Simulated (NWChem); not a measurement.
# SnO (tin(ii) oxide): HF/def2-TZVPPD (core potential)

What is the vertical singlet–triplet gap of SnO (tin(ii) oxide) at HF/def2-TZVPPD (core potential)? 

The calculation is run with NWChem 7.3.0.

4 further runs of the same task are left out: 1 that didn't finish, 3 set aside as unsound or not needed.

### Step 1. The molecule

SnO has 2 atoms, charge 0, and is taken as a singlet. SMILES: `[O]=[Sn]`. The coordinates come from a PBE0-D4/def2-TZVP relaxation.

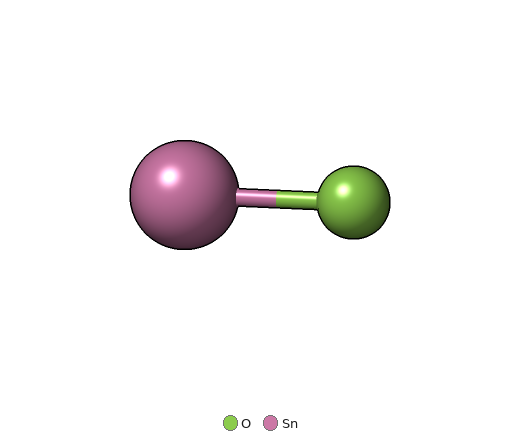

Viewed from a chosen angle; oxygen green, tin pink.

### Step 2. Energy and gradient at HF/def2-TZVPPD (core potential)

File osn.xyz:

```xyz
2
OSn hf
O      0.000000     0.000000    -0.007080
Sn     0.000000     0.000000     1.810660
```

File osn.nw:

```
echo
start osn
title "OSn hf"
memory stack 880 mb heap 220 mb global 1100 mb
charge 0

geometry noautosym nocenter noautoz
  load osn.xyz
end

basis spherical bse
  * library def2-TZVPPD
end

ecp bse
  Sn library def2-TZVPPD
end

scf
  thresh 1e-08
  maxiter 80
  print low
end

task scf gradient
```

Started as:

```
nwchem osn.nw > osn.out
```

The log of the run:

```text
============================== echo of input deck ==============================
echo
start osn
title "OSn hf"
memory stack 880 mb heap 220 mb global 1100 mb
charge 0

geometry noautosym nocenter noautoz
  load osn.xyz
end

basis spherical bse
  * library def2-TZVPPD
end

ecp bse
  Sn library def2-TZVPPD
end

scf
  thresh 1e-08
  maxiter 80
  print low
end

task scf gradient
================================================================================

             Northwest Computational Chemistry Package (NWChem) 7.3.0
             --------------------------------------------------------

           Job information
           ---------------

    nwchem branch   = 7.3.0
    use scalapack   = T
    input           = osn.nw
    prefix          = osn.
    data base       = ./osn.db
    status          = startup
    nproc           =        1

           Memory information
           ------------------

    heap     =     28835836 doubles =      220.0 Mbytes
    stack    =    115343361 doubles =      880.0 Mbytes
    global   =    144179200 doubles =     1100.0 Mbytes (distinct from heap & stack)
    total    =    288358397 doubles =     2200.0 Mbytes
    verify   = yes
    hardfail = no

           Directory information
           ---------------------

  0 permanent = .
  0 scratch   = .

                                NWChem Input Module
                                -------------------

                                      OSn hf
                                      ------

 Scaling coordinates for geometry "geometry" by  1.889725989
 (inverse scale =  0.529177249)

                             Geometry "geometry" -> ""
                             -------------------------

 Output coordinates in angstroms (scale by  1.889725989 to convert to a.u.)

  No.       Tag          Charge          X              Y              Z
 ---- ---------------- ---------- -------------- -------------- --------------
    1 O                    8.0000     0.00000000     0.00000000    -0.00708000
    2 Sn                  50.0000     0.00000000     0.00000000     1.81066000

      Atomic Mass
      -----------

      O                 15.994910
      Sn               117.901800

 Effective nuclear repulsion energy (a.u.)     116.4472914718

            Nuclear Dipole moment (a.u.)
            ----------------------------
        X                 Y               Z
 ---------------- ---------------- ----------------
     0.0000000000     0.0000000000   170.9755288441

            XYZ format geometry
            -------------------
     2
 geometry
 O                     0.00000000     0.00000000    -0.00708000
 Sn                    0.00000000     0.00000000     1.81066000

 ==============================================================================
                                internuclear distances
 ------------------------------------------------------------------------------
       center one      |      center two      | atomic units |  angstroms
 ------------------------------------------------------------------------------
    2 Sn               |   1 O                |     3.43503  |     1.81774
 ------------------------------------------------------------------------------
                         number of included internuclear distances:          1
 ==============================================================================

 Summary of "ao basis" -> "" (spherical)
 ------------------------------------------------------------------------------
       Tag                 Description            Shells   Functions and Types
 ---------------- ------------------------------  ------  ---------------------
 *                        def2-TZVPPD                 on all atoms

                 ECP       "ecp basis" -> "" (cartesian)
                -----
  [basis functions not shown]

                      Basis "ao basis" -> "ao basis" (spherical)
                      -----
  [basis functions not shown]

 Summary of "ao basis" -> "ao basis" (spherical)
 ------------------------------------------------------------------------------
       Tag                 Description            Shells   Functions and Types
 ---------------- ------------------------------  ------  ---------------------
 O                        def2-TZVPPD               14       40   6s4p3d1f
 Sn                       def2-TZVPPD               18       56   7s5p4d2f

                                 NWChem SCF Module
                                 -----------------

                                      OSn hf

  ao basis        = "ao basis"
  functions       =    96
  atoms           =     2
  closed shells   =    15
  open shells     =     0
  charge          =   0.00
  wavefunction    = RHF
  input vectors   = atomic
  output vectors  = ./osn.movecs
  use symmetry    = F
  symmetry adapt  = F

 Forming initial guess at       0.1s

 Starting SCF solution at       0.6s

       Final RHF  results
       ------------------

         Total SCF energy =   -288.220202459681
      One-electron energy =   -582.517722634874
      Two-electron energy =    243.060711927618
 Nuclear repulsion energy =     51.236808247575

        Time for solution =     25.3s

                              NWChem Gradients Module
                              -----------------------

                         RHF ENERGY GRADIENTS

    atom               coordinates                        gradient
                 x          y          z           x          y          z
   1 O       0.000000   0.000000  -0.013379    0.000000  -0.000000  -0.027527
   2 Sn      0.000000   0.000000   3.421651   -0.000000   0.000000   0.027527

 Task  times  cpu:       32.1s     wall:       32.1s
 Total times  cpu:       32.2s     wall:       32.2s
```

Wall time 33 s (1 thread of AMD EPYC 9R45 (Zen 5), shared host); peak memory 0.11 GiB.

### Step 3. The triplet: the energy at UHF/def2-TZVPPD (core potential)

File run.py:

```python
from ase import Atoms
from ase.calculators.nwchem import NWChem

atoms = Atoms(['O', 'Sn'], positions=[
    [-0.000000, 0.000000, -0.007080],
    [0.000000, -0.000000, 1.810660],
])

calc = NWChem(
    label='mymol',
    theory='scf',
    memory='2200 mb',
    basis='def2-TZVPPD',
    basispar='spherical bse',
    scf={'nopen': '2', 'uhf': None, 'thresh': '1e-08', 'maxiter': '80'},
    task='energy',
    **{'ecp bse': {'Sn library': 'def2-TZVPPD'}},
)
atoms.calc = calc

e = atoms.get_potential_energy()
print(f"E = {e:.6f} eV")
```

Started as:

```
export ASE_NWCHEM_COMMAND="nwchem PREFIX.nwi > PREFIX.nwo"
python run.py
```

The log of the run:

```text
E = -7841.217049 eV
```

The calculator wrote mymol.nwi:

```
title "mymol"

permanent_dir mymol

scratch_dir mymol

start mymol

geometry units angstrom nocenter noautosym noautoz
  O  -0.0000000000000000e+00 0.0000000000000000e+00 -7.0800000000000004e-03
  Sn 0.0000000000000000e+00 -0.0000000000000000e+00 1.8106599999999999e+00
end

memory 2200 mb

basis spherical bse noprint
   * library def2-TZVPPD
end

scf
  nopen 2
  uhf
  thresh 1e-08
  maxiter 80
end
ecp bse
  Sn library def2-TZVPPD
end

task scf energy
```

mymol.nwo:

```text
Northwest Computational Chemistry Package (NWChem) 7.3.0
             --------------------------------------------------------

           Job information
           ---------------

    nwchem branch   = 7.3.0
    use scalapack   = T
    input           = mymol.nwi
    prefix          = mymol.
    data base       = mymol/mymol.db
    status          = startup
    nproc           =        1

           Memory information
           ------------------

    heap     =     72089600 doubles =      550.0 Mbytes
    stack    =     72089597 doubles =      550.0 Mbytes
    global   =    144179200 doubles =     1100.0 Mbytes (distinct from heap & stack)
    total    =    288358397 doubles =     2200.0 Mbytes
    verify   = yes
    hardfail = no

           Directory information
           ---------------------

  0 permanent = mymol
  0 scratch   = mymol

                                NWChem Input Module
                                -------------------

                                       mymol
                                       -----

 Scaling coordinates for geometry "geometry" by  1.889725989
 (inverse scale =  0.529177249)

                             Geometry "geometry" -> ""
                             -------------------------

 Output coordinates in angstroms (scale by  1.889725989 to convert to a.u.)

  No.       Tag          Charge          X              Y              Z
 ---- ---------------- ---------- -------------- -------------- --------------
    1 O                    8.0000     0.00000000     0.00000000    -0.00708000
    2 Sn                  50.0000     0.00000000     0.00000000     1.81066000

      Atomic Mass
      -----------

      O                 15.994910
      Sn               117.901800

 Effective nuclear repulsion energy (a.u.)     116.4472914718

            Nuclear Dipole moment (a.u.)
[... 69 lines left out ...]
         Quadratically convergent UHF
[... 1 line left out ...]
 Convergence threshold     :          1.000E-08
[... 8 lines left out ...]
  ga_iter_lsolve: convergence stagnant ... aborting solve
[... 9 lines left out ...]
       Final UHF  results
[... 2 lines left out ...]
         Total SCF energy =   -288.159413924725
      One electron energy =   -581.746268158380
      Two electron energy =    242.350045986081
 Nuclear repulsion energy =     51.236808247575
[... 7 lines left out ...]
          Final alpha eigenvalues
[... 30 lines left out ...]
          Final beta eigenvalues
[... 30 lines left out ...]
                    UHF Final Alpha Molecular Orbital Analysis
[... 256 lines left out ...]
                     UHF Final Beta Molecular Orbital Analysis
[... 268 lines left out ...]
  Mulliken analysis of the total density
  --------------------------------------

    Atom       Charge   Shell Charges
 -----------   ------   -------------------------------------------------------
    1 O    8     8.53   0.79  1.18  0.59  1.00  0.35 -0.02  1.77  1.94  0.91  0.01  0.00  0.01 -0.00  0.00
    2 Sn  22    21.47   0.29 -0.77  1.54  0.94  1.09  0.80  0.02 -0.40  6.35  0.45  0.75  0.27  8.96  1.05  0.08 -0.00  0.01  0.04

  Mulliken analysis of the alpha density
  --------------------------------------

    Atom       Charge   Shell Charges
 -----------   ------   -------------------------------------------------------
    1 O    8     4.68   0.40  0.59  0.31  0.52  0.16 -0.01  1.11  1.19  0.45 -0.02  0.00  0.01 -0.01  0.00
    2 Sn  22    11.32   0.14 -0.38  0.77  0.47  0.52  0.41  0.01 -0.20  3.18  0.36  0.69  0.27  4.47  0.53  0.05  0.00  0.00  0.02

   Mulliken analysis of the beta density
   -------------------------------------

    Atom       Charge   Shell Charges
 -----------   ------   -------------------------------------------------------
    1 O    8     3.85   0.40  0.59  0.29  0.48  0.19 -0.02  0.66  0.75  0.46  0.03  0.00  0.01  0.00  0.00
    2 Sn  22    10.15   0.14 -0.39  0.77  0.47  0.57  0.39  0.01 -0.20  3.17  0.09  0.06 -0.00  4.49  0.51  0.03 -0.00  0.00  0.02

   Mulliken analysis of the spin density
   -------------------------------------

    Atom       Charge   Shell Charges
 -----------   ------   -------------------------------------------------------
    1 O    8     0.83   0.00 -0.00  0.02  0.03 -0.03  0.01  0.44  0.43 -0.01 -0.05  0.00 -0.00 -0.01  0.00
    2 Sn  22     1.17  -0.00  0.01 -0.01  0.00 -0.06  0.02  0.00 -0.01  0.01  0.27  0.62  0.27 -0.02  0.02  0.02  0.01  0.00  0.00

       Multipole analysis of the density wrt the origin
       ------------------------------------------------

     L   x y z        total         alpha         beta         nuclear
     -   - - -        -----         -----         ----         -------
     0   0 0 0      0.000000    -16.000000    -14.000000     30.000000

     1   1 0 0     -0.000000      0.000000     -0.000000      0.000000
[... 8 lines of this table left out ...]
     2   0 0 2    -18.998519   -150.507683   -126.061609    257.570773

 Task  times  cpu:       40.5s     wall:       40.5s
 Total times  cpu:       40.5s     wall:       40.5s
```

Run time: 42 s. Hardware: 1 thread of AMD EPYC 9R45 (Zen 5), shared host; peak memory 0.1 GiB.

### Step 4. Summary of results

At HF/def2-TZVPPD (core potential):

| quantity | value |
| --- | --- |
| singlet: total energy | -288.22020 Eh |
| singlet: largest force on an atom | 1.415 eV/Å |
| triplet: total energy | -288.15941 Eh |
| triplet: dipole moment | 2.38 D |
| triplet: HOMO energy (highest over α and β) | -6.86 eV |
| triplet: LUMO energy (lowest over α and β) | -0.16 eV |
| triplet: ⟨S²⟩ | 2.039 |
| vertical energy of the triplet above the singlet | 1.654 eV |

At this shape the triplet lies 1.65 eV (160 kJ/mol) above the singlet. The largest force (singlet) is 1.42 eV/Å: the shape isn't a stationary point for this species at this level.
